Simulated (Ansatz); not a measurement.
# AlPt3N (built on the sites of a database entry of InNi3N): following an unstable mode, part 2 of 3

Wanted: the energy along a soft mode of AlPt3N (built on the sites of a database entry of InNi3N) and the structure at the end.

Ansatz 0.2.0; DFT RPBE, scalar-relativistic, plane waves, PAW.

So far, highest frequency on the path or at a solved wavevector (cm⁻¹): step 2 (the dispersion) 513. Also lowest frequency on the path (cm⁻¹): step 2 -140.

The structure was built from a prototype and need not be the compound's stable phase.

**4. The mode frozen in, largest atomic shift 0.08 Å**

The atoms are moved along the unstable eigenvector, the largest shift by 0.08 Å, with the cell fixed.

The input, input.yaml:

```yaml
crystal:
  lattice:
    - [4.2086436197, 0.0, 0.0]
    - [0.0, 4.2086436197, 0.0]
    - [0.0, 0.0, 8.4172872394]
  atoms:
    - { symbol: Al, position: [0.0, 0.0, 0.0] }
    - { symbol: Al, position: [0.0, 0.0, 0.5] }
    - { symbol: Pt, position: [0.5, 0.5, 0.5] }
    - { symbol: Pt, position: [0.5, 0.5, 0.0] }
    - { symbol: Pt, position: [0.5, -0.0041990537, 0.25] }
    - { symbol: Pt, position: [0.5, 0.0041990537, 0.75] }
    - { symbol: Pt, position: [0.0, 0.5109987067, 0.25] }
    - { symbol: Pt, position: [0.0, 0.4890012933, 0.75] }
    - { symbol: "N", position: [0.5, 0.4809915005, 0.25] }
    - { symbol: "N", position: [0.5, 0.5190084995, 0.75] }
kpoints:
  mp_grid: { grid: [8, 8, 4] }
hamiltonian:
  xc: rpbe
scf:
  occupations: { method: methfessel_paxton, width: 0.2 }
output:
  forces: true
  stress: true
  eigenvalues: true
```

Started as:

```
ansatz run input.yaml --threads 8 --pin off --max-ram 14336MiB --backend cpu --events-out ev --progress --plain --runs-dir out
```

Numbers of over 12 decimals in the logs are rounded to 6 here.

Output:

```text
[...]
Crystal: 10 atoms, lattice volume = 149.093 Å³
Basis set: ecut = 420 eV, 2881 PW (Γ), exchange–correlation on 60×60×120 points (8 copies of the dense FFT grid, shifted against one another)
Bands: 75, of which v1, the nominal top of the filled ones, is band 62 counted from 1 (61 counted from 0)
Symmetry: 8 space group operations
[...]
k-points: 75 of 256
[...]
k-point 0: bands = [... 58 lower, 16.3811, 16.3923, 16.3962, 16.4104, 17.8204, 17.9919, 18.0171, 18.1173, ... 9 higher]
  k-point 1: bands = [... 58 lower, 16.3032, 16.3278, 16.4067, 16.4101, 17.6331, 17.7374, 18.2363, 18.3251, ... 9 higher]
  k-point 2: bands = [... 58 lower, 16.2061, 16.2061, 16.4092, 16.4092, 17.5514, 17.5514, 18.5332, 18.5332, ... 9 higher]
  k-point 74: bands = [... 58 lower, 16.6666, 16.6666, 16.6678, 16.6678, 17.0985, 17.0985, 19.1518, 19.1518, ... 9 higher]
[key lines of the parts left out:]
SCF converged after 7 iterations
Free energy (F): -77069.137780 eV
Fermi energy:    17.148895 eV
P = ⅓ Tr σ = 0.0995 GPa (0.995 kbar)
```

The job ended after 5.4 s (8 threads of Arm Neoverse V2, shared host; peak memory 1.1 GiB).

Numbers from this step:

```yaml
pressure: 0.09952 GPa
energy_from_the_undistorted_cell: -1.606 meV/atom
```

The energy, extrapolated to zero smearing, is -1.61 meV/atom against the undistorted cell.

The run ends at a pressure of 0.10 GPa, with forces up to 0.28 eV/Å.

**5. Energy along the mode, all amplitudes (two of the runs are shown above)**

An imaginary frequency means negative curvature, so the energy should fall and then rise again as anharmonic terms take over.

Numbers from this step:

```yaml
depth_at_the_lowest_point_sampled: 1.606 meV/atom
largest_atomic_shift_at_that_point: 0.08 Å
```

Energy from the parent against largest atomic shift:

```
largest atomic shift (Å)  energy from the parent (meV/atom)
                  0.0000                                  0
                  0.0400                             -0.528
                  0.0800                              -1.61
                  0.1400                              -1.29
                  0.2200                               9.52
```

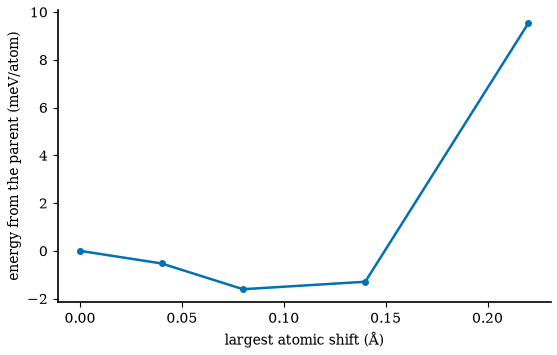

Energy from the parent, plotted against largest atomic shift.

Displacement at unit largest shift by atom:

```
atom  x (Å)  y (Å)  z (Å)  size
 Al1   0.00   0.00   0.00  0.00
 Al2   0.00   0.00   0.00  0.00
 Pt3   0.00   0.00   0.00  0.00
 Pt4   0.00   0.00   0.00  0.00
 Pt5   0.00  -0.22   0.00  0.22
 Pt6   0.00   0.22   0.00  0.22
 Pt7   0.00   0.58   0.00  0.58
 Pt8   0.00  -0.58   0.00  0.58
  N9   0.00  -1.00   0.00  1.00
 N10   0.00   1.00   0.00  1.00
```

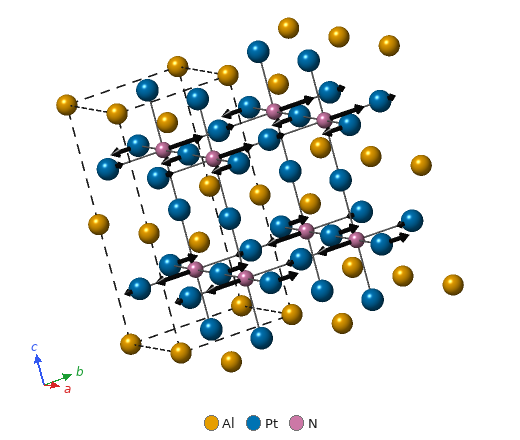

Displacement at unit largest shift as arrows, the longest 1 Å. 2×2×1 cells are drawn. Some periodic images of atoms are drawn too.

The lowest of the steps tried is at 0.08 Å, 1.61 meV/atom below the parent; the bottom of the well need not coincide with a step.

**6. Relaxation from the frozen mode**

Starting from the lowest point found, all atoms and the cell are let go, so that strain and other modes of the same symmetry can join in.

Changes to input.yaml since step 4:

```diff
@@ -26 +26,6 @@
   eigenvalues: true
+relax:
+  adjacent_minimum: "off"
+  f_tol: 0.002
+  max_steps: 120
+  cell: { stress_tol: 0.03 }
```

Output:

```text
[...]
Crystal: 10 atoms, lattice volume = 149.093 Å³
Basis set: ecut = 420 eV, 2881 PW (Γ), exchange–correlation on 60×60×120 points (8 copies of the dense FFT grid, shifted against one another)
Bands: 75, of which v1, the nominal top of the filled ones, is band 62 counted from 1 (61 counted from 0)
Symmetry: 8 space group operations
[...]
k-points: 75 of 256
[...]
SCF iter   1: F=—  HF=-77069.193596 eV  |F-HF|=—  |Δ(HF+E_count)|=         —  Δρ=1.15e-2  dr2=2.55e-1  ethr=1.77e-3  ⟨swp⟩=5.1  Hψ=19363  notcnv=0
[...]
SCF iter   7: F=-77069.137780 eV  HF=-77069.137780 eV  |F-HF|=9.60e-10  |Δ(HF+E_count)|=   1.69e-8  S|Δr|=    0.00e0  Δρ=3.03e-6  dr2=1.25e-8  ethr=8.06e-11  ⟨swp⟩=8.5  Hψ=20787  notcnv=0
SCF 1 converged in 7 iterations: F = -77069.137780 eV  dr2 = 1.25e-8
[...]
relax step   1: F+E_penalty+E_count = -77069.13778047 eV  Δ(F+E_penalty+E_count) = +0.000e0 eV  max|allowed force component| = 2.780e-1 eV/Å  Δτ_max = 0.0000 Å  P = +0.100 GPa  Ω = 149.093 Å³  (7 SCF iters, dr2 threshold 1.00e-7 eV, accepted)
Crystal: 10 atoms, lattice volume = 149.137 Å³
Basis set: ecut = 420 eV, 2877 PW (Γ), exchange–correlation on 60×60×120 points (8 copies of the dense FFT grid, shifted against one another)
[...]
SCF iter   5: F=-77069.184374 eV  HF=-77069.184374 eV  |F-HF|=2.31e-7  |Δ(HF+E_count)|=   2.73e-6  S|Δr|=    0.00e0  Δρ=1.90e-5  dr2=6.90e-7  ethr=8.06e-10  ⟨swp⟩=3.7  Hψ=22097  notcnv=0
SCF 2 converged in 5 iterations: F = -77069.184374 eV  dr2 = 6.90e-7
relax step   2: F+E_penalty+E_count = -77069.18437378 eV  Δ(F+E_penalty+E_count) = -4.659e-2 eV  max|allowed force component| = 3.781e-1 eV/Å  Δτ_max = 0.0654 Å  P = +0.055 GPa  Ω = 149.137 Å³  energy of the carried Pulay correction = -5.123e-5 eV  (5 SCF iters, dr2 threshold 1.00e-6 eV, accepted)
Crystal: 10 atoms, lattice volume = 149.315 Å³
Basis set: ecut = 420 eV, 2867 PW (Γ), exchange–correlation on 60×60×120 points (8 copies of the dense FFT grid, shifted against one another)
[...]
SCF iter   6: F=-77069.299026 eV  HF=-77069.299026 eV  |F-HF|=1.73e-7  |Δ(HF+E_count)|=   6.55e-7  S|Δr|=    0.00e0  Δρ=1.38e-5  dr2=3.96e-7  ethr=8.06e-10  ⟨swp⟩=5.2  Hψ=21362  notcnv=0
SCF 3 converged in 6 iterations: F = -77069.299026 eV  dr2 = 3.96e-7
[...]
relax step   3: F+E_penalty+E_count = -77069.29902583 eV  Δ(F+E_penalty+E_count) = -1.147e-1 eV  max|allowed force component| = 5.024e-1 eV/Å  Δτ_max = 0.1086 Å  P = +0.048 GPa  Ω = 149.315 Å³  energy of the carried Pulay correction = -2.574e-4 eV  (6 SCF iters, dr2 threshold 1.00e-6 eV, accepted)
[... from here on, the SCF cycles and remarks between the steps are left out ...]
relax step   4: F+E_penalty+E_count = -77069.54947042 eV  Δ(F+E_penalty+E_count) = -2.504e-1 eV  max|allowed force component| = 4.455e-1 eV/Å  Δτ_max = 0.1957 Å  P = +0.713 GPa  Ω = 149.562 Å³  energy of the carried Pulay correction = -5.444e-4 eV  (7 SCF iters, dr2 threshold 1.00e-6 eV, accepted)
relax step   5: F+E_penalty+E_count = -77069.74564666 eV  Δ(F+E_penalty+E_count) = -1.962e-1 eV  max|allowed force component| = 5.229e-1 eV/Å  Δτ_max = 0.1951 Å  P = +1.820 GPa  Ω = 150.177 Å³  energy of the carried Pulay correction = -1.254e-3 eV  (7 SCF iters, dr2 threshold 1.00e-6 eV, accepted)
relax step   6: F+E_penalty+E_count = -77069.84024442 eV  Δ(F+E_penalty+E_count) = -9.460e-2 eV  max|allowed force component| = 7.499e-1 eV/Å  Δτ_max = 0.1908 Å  P = +1.426 GPa  Ω = 152.797 Å³  energy of the carried Pulay correction = -4.250e-3 eV  (7 SCF iters, dr2 threshold 1.00e-6 eV, accepted)
relax step   7: F+E_penalty+E_count = -77070.10181164 eV  Δ(F+E_penalty+E_count) = -2.616e-1 eV  max|allowed force component| = 1.350e-1 eV/Å  Δτ_max = 0.1033 Å  P = -0.525 GPa  Ω = 155.437 Å³  energy of the carried Pulay correction = -7.215e-3 eV  (6 SCF iters, dr2 threshold 1.00e-6 eV, accepted)
relax step   8: F+E_penalty+E_count = -77070.31800635 eV  Δ(F+E_penalty+E_count) = -2.162e-1 eV  max|allowed force component| = 6.980e-1 eV/Å  Δτ_max = 0.0823 Å  P = +1.806 GPa  Ω = 154.177 Å³  energy of the carried Pulay correction = -5.806e-3 eV  (6 SCF iters, dr2 threshold 1.00e-6 eV, accepted)
relax step   9: F+E_penalty+E_count = -77070.71881899 eV  Δ(F+E_penalty+E_count) = -4.008e-1 eV  max|allowed force component| = 7.307e-1 eV/Å  Δτ_max = 0.1028 Å  P = -1.282 GPa  Ω = 156.040 Å³  energy of the carried Pulay correction = -7.884e-3 eV  (6 SCF iters, dr2 threshold 1.00e-6 eV, accepted)
relax step  10: F+E_penalty+E_count = -77071.09656061 eV  Δ(F+E_penalty+E_count) = -3.777e-1 eV  max|allowed force component| = 9.219e-1 eV/Å  Δτ_max = 0.1091 Å  P = -1.664 GPa  Ω = 153.317 Å³  energy of the carried Pulay correction = -4.838e-3 eV  (7 SCF iters, dr2 threshold 1.00e-6 eV, accepted)
relax step  11: F+E_penalty+E_count = -77070.48240763 eV  Δ(F+E_penalty+E_count) = +6.142e-1 eV  max|allowed force component| = 1.762e0 eV/Å  Δτ_max = 0.1923 Å  P = +14.903 GPa  Ω = 142.128 Å³  energy of the carried Pulay correction = +8.282e-3 eV  (7 SCF iters, dr2 threshold 1.00e-6 eV, rejected (line search))
relax step  12: F+E_penalty+E_count = -77071.21324064 eV  Δ(F+E_penalty+E_count) = -1.167e-1 eV  max|allowed force component| = 2.935e-1 eV/Å  Δτ_max = 0.0604 Å  P = +0.400 GPa  Ω = 149.628 Å³  energy of the carried Pulay correction = -6.206e-4 eV  (11 SCF iters, accepted)
relax step  13: F+E_penalty+E_count = -77071.22573652 eV  Δ(F+E_penalty+E_count) = -1.250e-2 eV  max|allowed force component| = 2.191e-1 eV/Å  Δτ_max = 0.0060 Å  P = +0.218 GPa  Ω = 149.177 Å³  energy of the carried Pulay correction = -9.775e-5 eV  (5 SCF iters, dr2 threshold 1.00e-6 eV, accepted)
relax step  14: F+E_penalty+E_count = -77071.24585057 eV  Δ(F+E_penalty+E_count) = -2.011e-2 eV  max|allowed force component| = 4.444e-1 eV/Å  Δτ_max = 0.0515 Å  P = +0.801 GPa  Ω = 147.765 Å³  energy of the carried Pulay correction = +1.549e-3 eV  (6 SCF iters, dr2 threshold 1.00e-6 eV, accepted)
relax step  15: F+E_penalty+E_count = -77071.26189358 eV  Δ(F+E_penalty+E_count) = -1.604e-2 eV  max|allowed force component| = 1.152e-1 eV/Å  Δτ_max = 0.0158 Å  P = -0.457 GPa  Ω = 147.888 Å³  energy of the carried Pulay correction = +1.405e-3 eV  (5 SCF iters, dr2 threshold 1.00e-6 eV, accepted)
[...]
relax step  24: F+E_penalty+E_count = -77072.67793392 eV  Δ(F+E_penalty+E_count) = -1.186e-3 eV  max|allowed force component| = 3.160e-2 eV/Å  Δτ_max = 0.0046 Å  P = -0.011 GPa  Ω = 149.325 Å³  energy of the carried Pulay correction = -1.940e-3 eV  (5 SCF iters, dr2 threshold 1.00e-6 eV, accepted)
relax step  25: F+E_penalty+E_count = -77072.67797921 eV  Δ(F+E_penalty+E_count) = -4.530e-5 eV  max|allowed force component| = 2.577e-3 eV/Å  Δτ_max = 0.0018 Å  P = +0.006 GPa  Ω = 149.361 Å³  energy of the carried Pulay correction = -1.977e-3 eV  (5 SCF iters, dr2 threshold 6.24e-8 eV, accepted)
relax step  26: F+E_penalty+E_count = -77072.67797281 eV  Δ(F+E_penalty+E_count) = +6.405e-6 eV  max|allowed force component| = 1.128e-4 eV/Å  Δτ_max = 0.0002 Å  P = +0.001 GPa  Ω = 149.368 Å³  energy of the carried Pulay correction = -1.985e-3 eV  (5 SCF iters, dr2 threshold 4.15e-10 eV, accepted)
relax step  27: F+E_penalty+E_count = -77072.71417612 eV  Δ(F+E_penalty+E_count) = -3.620e-2 eV  max|allowed force component| = 7.038e-3 eV/Å  Δτ_max = 0.0000 Å  P = +0.353 GPa  Ω = 149.368 Å³  stress off target by 1.02e0 GPa  SCF on the basis re-selected at this cell (its energy is not comparable with the rows above)  (7 SCF iters)
relax step  28: F+E_penalty+E_count = -77072.72185411 eV  Δ(F+E_penalty+E_count) = -7.678e-3 eV  max|allowed force component| = 1.403e-2 eV/Å  Δτ_max = 0.0180 Å  P = +0.040 GPa  Ω = 150.066 Å³  energy of the carried Pulay correction = -6.758e-4 eV  (6 SCF iters, dr2 threshold 1.00e-6 eV, accepted)
relax step  29: F+E_penalty+E_count = -77072.72514099 eV  Δ(F+E_penalty+E_count) = -3.287e-3 eV  max|allowed force component| = 1.062e-2 eV/Å  Δτ_max = 0.0207 Å  P = +0.239 GPa  Ω = 150.401 Å³  energy of the carried Pulay correction = -9.675e-4 eV  (6 SCF iters, dr2 threshold 2.85e-7 eV, accepted)
relax step  30: F+E_penalty+E_count = -77072.72551611 eV  Δ(F+E_penalty+E_count) = -3.751e-4 eV  max|allowed force component| = 5.305e-3 eV/Å  Δτ_max = 0.0106 Å  P = +0.025 GPa  Ω = 150.901 Å³  energy of the carried Pulay correction = -1.498e-3 eV  (6 SCF iters, dr2 threshold 2.30e-7 eV, accepted)
relax step  31: F+E_penalty+E_count = -77072.72543049 eV  Δ(F+E_penalty+E_count) = +8.562e-5 eV  max|allowed force component| = 2.444e-3 eV/Å  Δτ_max = 0.0086 Å  P = +0.054 GPa  Ω = 151.176 Å³  energy of the carried Pulay correction = -1.776e-3 eV  (7 SCF iters, dr2 threshold 7.59e-9 eV, accepted)
relax step  32: F+E_penalty+E_count = -77072.72526496 eV  Δ(F+E_penalty+E_count) = +1.655e-4 eV  max|allowed force component| = 8.042e-3 eV/Å  Δτ_max = 0.0018 Å  P = -0.066 GPa  Ω = 151.293 Å³  energy of the carried Pulay correction = -1.919e-3 eV  (5 SCF iters, dr2 threshold 1.84e-8 eV, rejected (line search))
relax step  33: F+E_penalty+E_count = -77072.72538815 eV  Δ(F+E_penalty+E_count) = +4.234e-5 eV  max|allowed force component| = 1.501e-4 eV/Å  Δτ_max = 0.0003 Å  P = +0.001 GPa  Ω = 151.219 Å³  energy of the carried Pulay correction = -1.829e-3 eV  (8 SCF iters, accepted)
relax step  34: F+E_penalty+E_count = -77072.72840640 eV  Δ(F+E_penalty+E_count) = -3.018e-3 eV  max|allowed force component| = 6.842e-4 eV/Å  Δτ_max = 0.0000 Å  P = +0.004 GPa  Ω = 151.219 Å³  stress off target by 6.37e-2 GPa  SCF on the basis re-selected at this cell (its energy is not comparable with the rows above)  (6 SCF iters)
relax step  35: F+E_penalty+E_count = -77072.72843177 eV  Δ(F+E_penalty+E_count) = -2.536e-5 eV  max|allowed force component| = 1.601e-3 eV/Å  Δτ_max = 0.0057 Å  P = +0.009 GPa  Ω = 151.397 Å³  energy of the carried Pulay correction = -1.633e-4 eV  (7 SCF iters, dr2 threshold 1.01e-8 eV, accepted)
relax step  36: F+E_penalty+E_count = -77072.72834816 eV  Δ(F+E_penalty+E_count) = +8.361e-5 eV  max|allowed force component| = 5.643e-3 eV/Å  Δτ_max = 0.0041 Å  P = +0.011 GPa  Ω = 151.528 Å³  energy of the carried Pulay correction = -2.844e-4 eV  (7 SCF iters, dr2 threshold 2.83e-9 eV, accepted)
relax step  37: F+E_penalty+E_count = -77072.72823723 eV  Δ(F+E_penalty+E_count) = +1.109e-4 eV  max|allowed force component| = 2.357e-2 eV/Å  Δτ_max = 0.0007 Å  P = -0.049 GPa  Ω = 151.596 Å³  energy of the carried Pulay correction = -3.553e-4 eV  (6 SCF iters, dr2 threshold 1.99e-9 eV, rejected (line search))
relax step  38: F+E_penalty+E_count = -77072.72834388 eV  Δ(F+E_penalty+E_count) = +4.272e-6 eV  max|allowed force component| = 4.894e-5 eV/Å  Δτ_max = 0.0002 Å  P = -0.000 GPa  Ω = 151.533 Å³  energy of the carried Pulay correction = -2.908e-4 eV  (8 SCF iters, accepted)
[...]
SCF iter   5: F=-77072.728668 eV  HF=-77072.728668 eV  |F-HF|=1.46e-11  |Δ(HF+E_count)|=  5.82e-11  S|Δr|=    0.00e0  Δρ=6.33e-8  dr2=1.59e-11  ethr=1.00e-12  ⟨swp⟩=4.9  Hψ=19369  notcnv=0
SCF 39 converged in 5 iterations: F = -77072.728668 eV  dr2 = 1.59e-11
relax step  39: F+E_penalty+E_count = -77072.72866821 eV  Δ(F+E_penalty+E_count) = -3.243e-4 eV  max|allowed force component| = 1.072e-4 eV/Å  Δτ_max = 0.0000 Å  P = -0.001 GPa  Ω = 151.533 Å³  stress off target by 6.62e-3 GPa  SCF on the basis re-selected at this cell (its energy is not comparable with the rows above)  (5 SCF iters)
[...]
SCF converged after 5 iterations
[...]
Free energy (F): -77072.728668 eV
[...]
Internal energy: -77072.723942 eV  (E = F + TS)
E sigma→0 (E₀):  -77072.727487 eV
Entropy (-TS):   -0.004726 eV (-0.473 meV/atom)
Fermi energy:    16.272589 eV
[...]
--- Forces (eV/Å), atoms counted from 1 ---
  atom   1  Al     0.00000000     0.00000000     0.00000000
  atom   2  Al     0.00000000     0.00000000     0.00000000
  atom   3  Pt    -0.00000000     0.00000000     0.00000000
  atom   4  Pt    -0.00000000     0.00000000     0.00000000
  atom   5  Pt    -0.00000000    -0.00010725     0.00000000
  atom   6  Pt     0.00000000     0.00010725     0.00000000
  atom   7  Pt    -0.00000000    -0.00000926     0.00000000
  atom   8  Pt     0.00000000     0.00000926     0.00000000
  atom   9  N     -0.00000000     0.00009592     0.00000000
  atom  10  N      0.00000000    -0.00009592     0.00000000
  max |Σ_I F_I| component: 1.36e-20 eV/Å
--- Stress (GPa, compression-positive) ---
       -0.003874       0.000000       0.000000
        0.000000       0.006621      -0.000000
        0.000000      -0.000000      -0.005244
  P = ⅓ Tr σ = -0.0008 GPa (-0.008 kbar)
--- Band table (eV; the first three rows and the last of 75) ---
  k-point 0: bands = [... 58 lower, 14.8006, 15.0657, 15.1836, 15.2283, 16.4193, 17.1645, 17.3291, 18.3044, ... 9 higher]
  k-point 1: bands = [... 58 lower, 14.8530, 15.0845, 15.1670, 15.2456, 16.7773, 17.0393, 17.3290, 18.1320, ... 9 higher]
  k-point 2: bands = [... 58 lower, 15.0543, 15.0543, 15.1271, 15.1271, 16.7795, 16.7795, 17.7263, 17.7263, ... 9 higher]
  k-point 74: bands = [... 58 lower, 15.7052, 15.7052, 16.2825, 16.2825, 17.1624, 17.1624, 18.1585, 18.1585, ... 9 higher]
--- Relaxed structure (35 steps of the walk, 32 accepted, 4 SCFs on fresh bases) ---
  F+E_penalty+E_count = -77072.72866821 eV   max|allowed force component| = 1.072e-4 eV/Å   (the final SCF, on the basis selected at the relaxed cell)
  cell:  # Å, volume = 151.5330 Å³
    - [3.017372, 0.0, 0.0]
    - [0.0, 6.325810, 0.0]
    - [0.0, 0.0, 7.938933]
  atoms:
    - { symbol: Al, position: [0, 0, 0] }
    - { symbol: Al, position: [0, 0, 0.500000] }
    - { symbol: Pt, position: [0.500000, 0.500000, 0.500000] }
    - { symbol: Pt, position: [0.500000, 0.500000, 0] }
    - { symbol: Pt, position: [0.500000, 0.152038, 0.250000] }
    - { symbol: Pt, position: [0.500000, -0.152038, 0.750000] }
    - { symbol: Pt, position: [0, 0.767712, 0.250000] }
    - { symbol: Pt, position: [0, 0.232288, 0.750000] }
    - { symbol: N, position: [0.500000, 0.549796, 0.250000] }
    - { symbol: N, position: [0.500000, 0.450204, 0.750000] }
```

Wall time 4.1 min (8 threads); peak memory 1.2 GiB.

(Continued in part 3 of 3.)

[Logs are printed without paths, hosts, clocks, repeated set-up lines and the standing remarks that a program may print on its own settings, such as how far it seeks lower states.]

[Hosts, paths, dates, database ids (printed as entryN), source tags and the programs' standing remarks are cut or masked in the printed files.]
